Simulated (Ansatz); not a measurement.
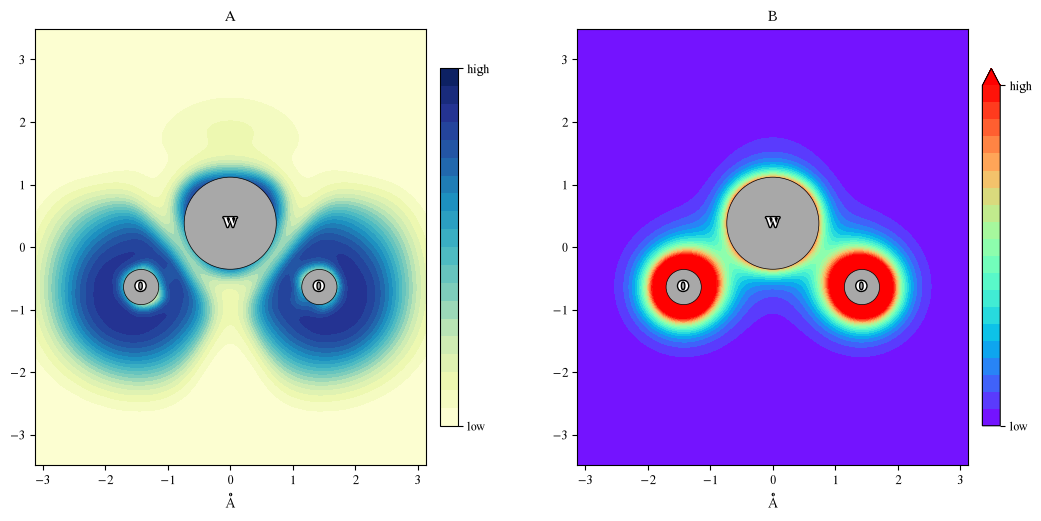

ClO3W (charge −1): 2 fields on the plane of atoms O3, W1 and O4, with unlabelled colour scales. Grey discs cover the atomic cores.

Geometry: r2SCAN-D4/def2-SVPD; core potentials replace the inner electrons of W.

Theory: RKS PBE0-D4/def2-TZVPD in Ansatz 0.2.0.

Question: Which field does each panel show? The fields are: electron density and electron localisation function.

Answer: Panel A: electron localisation function. Panel B: electron density. From the grid: W–O (1.75 Å): the density is about 1.6 e/Å³ at the midpoint; the ELF peaks at about 0.80 in the valence shell of O, 0.5 Å from its nucleus, and drops to about 0.35 between the two atoms.
